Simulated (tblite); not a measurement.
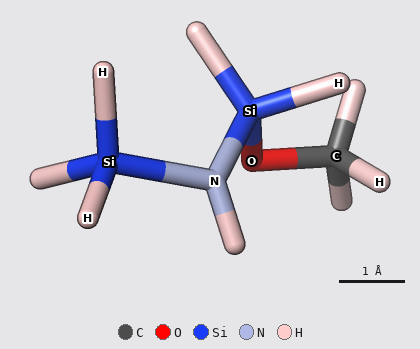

Fig. 1: The input geometry (stick view, seen at a tilt).

**Run report: CH$_{9}$NOSi$_{2}$, geometry relaxation**

- system: CH$_{9}$NOSi$_{2}$, SMILES CO[SiH2]N[SiH3]
- method: GFN2-xTB geometry optimisation, gas phase (tblite 0.8.0)

It belongs to a series of runs on one base structure; here: constitutional isomer.

**What the program printed**
```
step      E/eV     max force
  0    -469.27891    2.457
  1    -469.42498    1.403
  2    -469.51816    0.895
  3    -469.56173    0.715
  4    -469.61831    0.462
  5    -469.64240    0.481
  6    -469.70343    0.540
  7    -469.73169    0.438
  8    -469.75491    0.372
  9    -469.76777    0.299
 10    -469.78165    0.310
 11    -469.79943    0.396
 12    -469.82180    0.366
 13    -469.84119    0.273
 14    -469.85368    0.313
 15    -469.86485    0.267
 16    -469.87464    0.227
 17    -469.88035    0.211
 18    -469.88338    0.139
 19    -469.88584    0.139
 20    -469.88890    0.156
 21    -469.89237    0.187
 22    -469.89628    0.153
 23    -469.90018    0.141
 24    -469.90323    0.113
 25    -469.90561    0.132
 26    -469.90806    0.140
 27    -469.91076    0.121
 28    -469.91387    0.139
 29    -469.91685    0.141
 30    -469.91915    0.115
 31    -469.92124    0.116
 32    -469.92408    0.170
 33    -469.92725    0.149
 34    -469.92954    0.140
 35    -469.93119    0.083
 36    -469.93235    0.076
 37    -469.93353    0.081
 38    -469.93548    0.125
 39    -469.93788    0.145
 40    -469.93984    0.110
 41    -469.94106    0.097
 42    -469.94193    0.075
 43    -469.94268    0.072
 44    -469.94342    0.088
 45    -469.94418    0.078
 46    -469.94521    0.095
 47    -469.94684    0.104
 48    -469.94900    0.102
 49    -469.95091    0.091
 50    -469.95219    0.098
 51    -469.95318    0.092
 52    -469.95455    0.095
 53    -469.95619    0.109
 54    -469.95768    0.104
 55    -469.95862    0.086
 56    -469.95921    0.073
 57    -469.95964    0.051
 58    -469.96003    0.041
 59    -469.96024    0.033
 60    -469.96043    0.037
 61    -469.96070    0.051
 62    -469.96113    0.056
 63    -469.96164    0.055
 64    -469.96207    0.057
 65    -469.96239    0.046
 66    -469.96273    0.050
 67    -469.96321    0.055
 68    -469.96385    0.061
 69    -469.96455    0.065
 70    -469.96516    0.080
 71    -469.96584    0.095
 72    -469.96678    0.088
 73    -469.96807    0.106
 74    -469.96964    0.113
 75    -469.97148    0.091
 76    -469.97251    0.048
 77    -469.97320    0.050
 78    -469.97374    0.052
 79    -469.97426    0.066
 80    -469.97499    0.088
 81    -469.97578    0.077
 82    -469.97708    0.065
 83    -469.97954    0.076
 84    -469.98046    0.083
 85    -469.98136    0.095
 86    -469.98226    0.101
 87    -469.98339    0.088
 88    -469.98420    0.062
 89    -469.98462    0.051
 90    -469.98511    0.055
 91    -469.98568    0.063
 92    -469.98637    0.071
 93    -469.98730    0.083
 94    -469.98858    0.094
 95    -469.99024    0.093
 96    -469.99197    0.081
 97    -469.99331    0.103
 98    -469.99102    0.197
 99    -469.99452    0.072
100    -469.99468    0.165
101    -469.99534    0.068
102    -469.99607    0.047
103    -469.99683    0.075
104    -469.99776    0.071
105    -469.99828    0.056
106    -469.99852    0.025
107    -469.99862    0.021
108    -469.99870    0.020
109    -469.99877    0.020
110    -469.99884    0.021
111    -469.99889    0.018
112    -469.99894    0.015
113    -469.99897    0.015
114    -469.99901    0.018
115    -469.99905    0.018
116    -469.99915    0.023
117    -469.99926    0.027
118    -469.99934    0.018
119    -469.99939    0.017
120    -469.99943    0.021
121    -469.99948    0.024
122    -469.99962    0.033
123    -469.99986    0.045
124    -470.00022    0.060
125    -470.00060    0.076
126    -470.00094    0.073
127    -470.00118    0.048
128    -470.00139    0.050
129    -470.00169    0.043
130    -470.00211    0.045
131    -470.00247    0.067
132    -470.00284    0.082
133    -470.00333    0.070
134    -470.00372    0.050
135    -470.00401    0.034
136    -470.00418    0.057
137    -470.00427    0.045
138    -470.00444    0.028
139    -470.00451    0.027
140    -470.00458    0.022
141    -470.00463    0.024
142    -470.00470    0.022
143    -470.00477    0.023
144    -470.00483    0.017
145    -470.00487    0.024
146    -470.00491    0.020
147    -470.00495    0.017
148    -470.00498    0.013
149    -470.00499    0.013
150    -470.00502    0.009
```

**Trajectory as extended XYZ (Å, eV, eV/Å), 8 of the 151 frames kept, from step=0 to step=150**
```
14
Properties=species:S:1:pos:R:3:forces:R:3 step=0 energy=-469.27891
C    -2.6193   -0.3048    0.2461   -1.2550  -0.2200  -1.2450
O    -1.3930   -0.8429    0.5669    1.6920   1.7140   0.4840
Si   -0.2626    0.4489    0.6965   -0.1090  -0.7920  -0.1730
N     1.0907    0.2641   -0.4027    0.0310  -0.5020   0.6040
Si    2.6157   -0.2173    0.3423    0.3650   0.1440  -0.3970
H    -3.1050    0.2428    1.0787    0.3710  -0.1490  -0.4660
H    -2.4668    0.3477   -0.6545   -0.7590  -0.2240   0.7810
H    -3.2975   -1.1252   -0.0678    0.2690   0.2510   0.2550
H    -0.9590    1.7111    0.3476    0.2590  -0.2280  -0.0490
H     0.1886    0.5830    2.0874   -0.1150  -0.2210  -0.2330
H     0.8842   -0.1151   -1.3319    0.1920   0.2440   0.6240
H     2.5922   -1.5752    0.9195   -0.0900   0.1950  -0.0050
H     2.9988    0.7953    1.3566   -0.3270  -0.2500  -0.2300
H     3.7326   -0.2127   -0.6472   -0.5250   0.0390   0.0510
14
Properties=species:S:1:pos:R:3:forces:R:3 step=21 energy=-469.89237
C    -2.7713   -0.3339    0.1721   -0.0050   0.0240  -0.0010
O    -1.3993   -0.4824    0.3500    0.0010   0.0100  -0.1550
Si   -0.2407    0.5916    0.7081    0.0480   0.0000  -0.0150
N     1.1401    0.0959   -0.1954    0.0870  -0.0250   0.0180
Si    2.7318   -0.2714    0.3649    0.0750  -0.0640   0.0280
H    -3.2363    0.1289    1.0434   -0.0240  -0.0040   0.0850
H    -2.9879    0.2887   -0.7001    0.0220   0.0060  -0.0130
H    -3.2005   -1.3243    0.0150   -0.0150  -0.0100   0.0210
H    -0.6031    1.9601    0.3162   -0.0500  -0.0180   0.0090
H     0.0933    0.4950    2.1208   -0.0540   0.0230   0.0710
H     0.9753   -0.0716   -1.1751   -0.0120  -0.0400   0.0290
H     2.8330   -1.6112    0.9828   -0.0330   0.1590  -0.0920
H     3.0820    0.7413    1.3684   -0.0020  -0.0620  -0.0990
H     3.5829   -0.2072   -0.8331   -0.0380   0.0000   0.1130
14
Properties=species:S:1:pos:R:3:forces:R:3 step=43 energy=-469.94268
C    -2.7582   -0.3115    0.1616   -0.0710   0.0060  -0.0080
O    -1.3784   -0.3522   -0.0094   -0.0210   0.0070   0.0100
Si   -0.2610    0.6187    0.6578    0.0240  -0.0570   0.0060
N     1.1604    0.0798   -0.1495    0.0060  -0.0150  -0.0560
Si    2.7677   -0.2533    0.3825    0.0050   0.0150  -0.0390
H    -3.0379    0.0861    1.1397    0.0230   0.0030  -0.0070
H    -3.2081    0.3163   -0.6123   -0.0240   0.0090   0.0180
H    -3.1515   -1.3258    0.0687    0.0190  -0.0010  -0.0190
H    -0.5439    2.0277    0.3550    0.0280   0.0120   0.0170
H    -0.1776    0.4065    2.1007    0.0270   0.0100   0.0200
H     0.9603   -0.2706   -1.0739    0.0050  -0.0100   0.0000
H     2.8928   -1.5813    0.9922   -0.0010  -0.0390   0.0370
H     3.1481    0.7645    1.3580   -0.0410   0.0400  -0.0140
H     3.5866   -0.2053   -0.8331    0.0210   0.0200   0.0360
14
Properties=species:S:1:pos:R:3:forces:R:3 step=64 energy=-469.96207
C    -2.7790   -0.2710    0.1746   -0.0110   0.0050   0.0040
O    -1.4176   -0.2705   -0.1139   -0.0260  -0.0140  -0.0180
Si   -0.2342    0.5687    0.6103   -0.0040  -0.0240   0.0030
N     1.1571   -0.0121   -0.2210    0.0010  -0.0020  -0.0140
Si    2.7585   -0.2180    0.3864   -0.0100   0.0060   0.0030
H    -2.9801    0.0517    1.1990    0.0230  -0.0040  -0.0330
H    -3.3103    0.3936   -0.5124    0.0300   0.0220   0.0120
H    -3.1543   -1.2872    0.0423   -0.0300  -0.0150  -0.0020
H    -0.4079    2.0141    0.4142    0.0140  -0.0090   0.0100
H    -0.1720    0.2557    2.0391    0.0050   0.0110   0.0020
H     0.9632   -0.4377   -1.1144    0.0080   0.0130   0.0550
H     2.9178   -1.5060    1.0751    0.0160   0.0110   0.0120
H     2.9930    0.8811    1.3195   -0.0050   0.0000  -0.0040
H     3.6651   -0.1630   -0.7610   -0.0110   0.0000  -0.0300
14
Properties=species:S:1:pos:R:3:forces:R:3 step=86 energy=-469.98226
C    -2.8035   -0.1752    0.1443   -0.0120  -0.0120   0.0370
O    -1.4561   -0.3871   -0.1239    0.0880   0.0160   0.0230
Si   -0.2447    0.3729    0.6453    0.0280  -0.0110   0.0010
N     1.1458   -0.2375   -0.1576    0.0260   0.0280  -0.0160
Si    2.7846   -0.1180    0.3621    0.0510   0.0270   0.0190
H    -2.9798   -0.0452    1.2137   -0.0300  -0.0280   0.0090
H    -3.1573    0.7175   -0.3717   -0.0290   0.0860  -0.0450
H    -3.3646   -1.0370   -0.2115   -0.0450  -0.0730  -0.0260
H    -0.3696    1.8302    0.4983    0.0280  -0.0180   0.0110
H    -0.2267    0.0197    2.0691   -0.0030   0.0100  -0.0280
H     0.9889   -0.7284   -1.0216   -0.0860  -0.0270   0.0200
H     3.1711   -1.2377    1.2292   -0.0250  -0.0070  -0.0100
H     2.8953    1.1331    1.1040    0.0110   0.0320   0.0250
H     3.6160   -0.1077   -0.8418   -0.0020  -0.0220  -0.0220
14
Properties=species:S:1:pos:R:3:forces:R:3 step=107 energy=-469.99862
C    -2.8062   -0.1506    0.0923   -0.0080   0.0160   0.0000
O    -1.4445   -0.3621   -0.0916    0.0190   0.0090  -0.0020
Si   -0.2391    0.3488    0.7312   -0.0010  -0.0050  -0.0070
N     1.1332   -0.2726   -0.0962    0.0090  -0.0080  -0.0060
Si    2.7974   -0.0660    0.3058   -0.0070   0.0010   0.0090
H    -3.0762   -0.1972    1.1502   -0.0020  -0.0100  -0.0100
H    -3.0980    0.8292   -0.2955   -0.0020  -0.0040   0.0130
H    -3.3480   -0.9253   -0.4519   -0.0070  -0.0030   0.0010
H    -0.2760    1.8101    0.6194   -0.0120  -0.0050   0.0010
H    -0.2910   -0.0390    2.1465    0.0100   0.0040  -0.0080
H     0.9264   -0.9690   -0.7945   -0.0030   0.0160   0.0110
H     3.2606   -1.1024    1.2378    0.0040   0.0070   0.0030
H     2.9113    1.2478    0.9319   -0.0010  -0.0080  -0.0050
H     3.5494   -0.1521   -0.9475   -0.0010  -0.0100   0.0000
14
Properties=species:S:1:pos:R:3:forces:R:3 step=129 energy=-470.00169
C    -2.8057   -0.1555    0.0961    0.0090  -0.0280   0.0160
O    -1.4425   -0.3345   -0.1144    0.0040  -0.0170  -0.0080
Si   -0.2378    0.3609    0.7236   -0.0170  -0.0180  -0.0230
N     1.1361   -0.2509   -0.1102   -0.0010  -0.0180  -0.0040
Si    2.7998   -0.0678    0.3055   -0.0170   0.0010   0.0400
H    -3.0701   -0.3611    1.1365   -0.0160   0.0070  -0.0060
H    -3.1035    0.8685   -0.1412   -0.0030   0.0090   0.0060
H    -3.3472   -0.8458   -0.5534    0.0230   0.0160   0.0060
H    -0.2995    1.8220    0.6264    0.0240  -0.0020   0.0150
H    -0.2789   -0.0530    2.1317   -0.0020   0.0170  -0.0040
H     0.9241   -0.9509   -0.8024    0.0000   0.0020  -0.0140
H     3.2349   -1.0371    1.3220   -0.0210   0.0140  -0.0100
H     2.9239    1.2844    0.8416    0.0310   0.0010  -0.0140
H     3.5659   -0.2799   -0.9240   -0.0150   0.0150   0.0010
14
Properties=species:S:1:pos:R:3:forces:R:3 step=150 energy=-470.00502
C    -2.8059   -0.1658    0.1059    0.0030   0.0060   0.0040
O    -1.4445   -0.3264   -0.1280    0.0040  -0.0030  -0.0020
Si   -0.2362    0.3560    0.7135   -0.0020   0.0030  -0.0010
N     1.1352   -0.2482   -0.1272    0.0000   0.0000  -0.0060
Si    2.7915   -0.0601    0.3122    0.0060  -0.0050   0.0040
H    -3.0785   -0.5503    1.0920   -0.0070   0.0000  -0.0030
H    -3.0913    0.8879    0.0565    0.0060   0.0010   0.0000
H    -3.3509   -0.7199   -0.6595    0.0000  -0.0060   0.0040
H    -0.2885    1.8188    0.6360    0.0010   0.0020   0.0020
H    -0.2658   -0.0598    2.1207   -0.0050  -0.0070  -0.0020
H     0.9303   -0.9179   -0.8505   -0.0030   0.0070   0.0050
H     3.1619   -0.9375    1.4299   -0.0010   0.0040   0.0020
H     2.9750    1.3323    0.7148   -0.0040  -0.0040  -0.0070
H     3.5671   -0.4094   -0.8785    0.0020   0.0020   0.0000
```

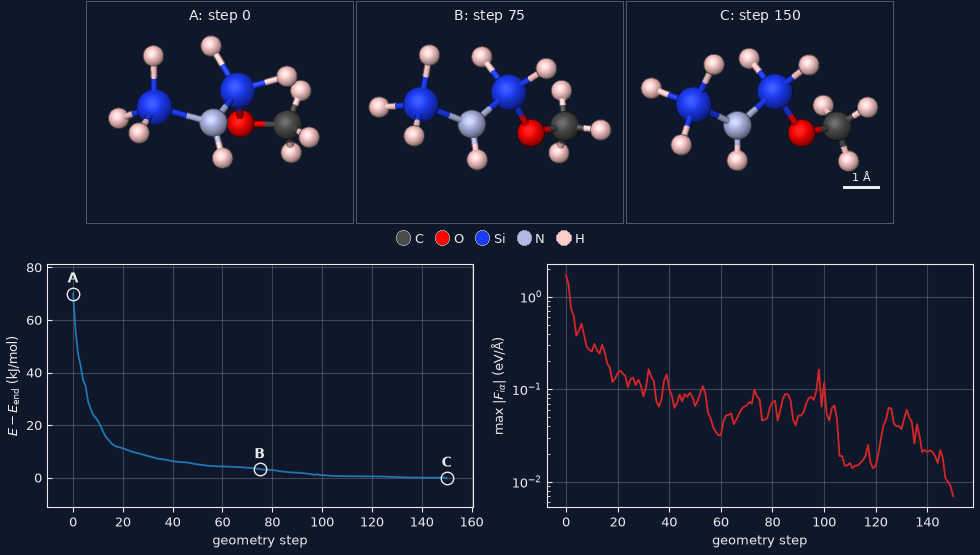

Fig. 2: Frames of the relaxation (ball-and-stick view, seen at a tilt) above the curves, on which the letters mark them (steps are counted from 0).

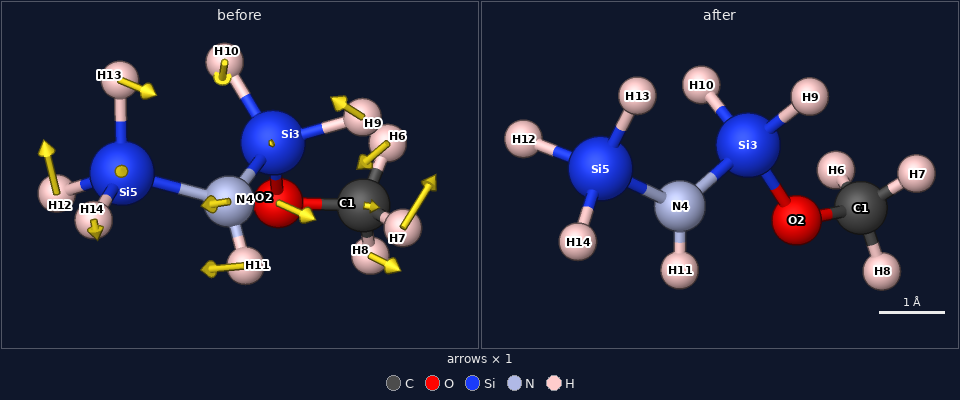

Fig. 3: Before (left) and after (right) the relaxation, at one scale (ball-and-stick view, seen at a tilt). The yellow arrows give the displacements, at true length. The largest move after the best rigid fit is that of H7, 1.08 Å. Largest moves by element: H 1.08 Å, O 0.86 Å, N 0.60 Å, C 0.27 Å, Si 0.23 Å. Distances before and after: O2–Si3 1.721 → 1.623 Å, N4–Si5 1.764 → 1.724 Å, Si3–N4 1.753 → 1.718 Å, C1–H7 1.123 → 1.093 Å. Among the angles that change: C1–O2–Si3 108.0° → 126.4°, Si3–N4–Si5 115.5° → 127.1°, O2–Si3–N4 112.4° → 101.1°. Over 150 geometry steps the energy falls by 70.1 kJ/mol. The largest force component goes from 1.7 to 0.007 eV/Å. (Atoms are counted from 1 in the order of the input.)

This output came from the following input.

**The input**
```
{"job": {"kind": "relax", "xc": "GFN2-xTB", "basis": "xTB"}, "charge": 0, "multiplicity": 1}
C     -2.619300    -0.304800     0.246100
O     -1.393000    -0.842900     0.566900
Si    -0.262600     0.448900     0.696500
N      1.090700     0.264100    -0.402700
Si     2.615700    -0.217300     0.342300
H     -3.105000     0.242800     1.078700
H     -2.466800     0.347700    -0.654500
H     -3.297500    -1.125200    -0.067800
H     -0.959000     1.711100     0.347600
H      0.188600     0.583000     2.087400
H      0.884200    -0.115100    -1.331900
H      2.592200    -1.575200     0.919500
H      2.998800     0.795300     1.356600
H      3.732600    -0.212700    -0.647200
```

The first line tells a small driver script what to run in tblite; the rest is the geometry in Å.

Launch command:
```bash
OMP_NUM_THREADS=1 python <driver script> task.json out
```

**Key numbers**

- outcome: converged
- total energy: −470.0050 eV
- hardware: 1 CPU thread, shared host
- wall time: 0.83 s
- peak memory: 0.18 GiB
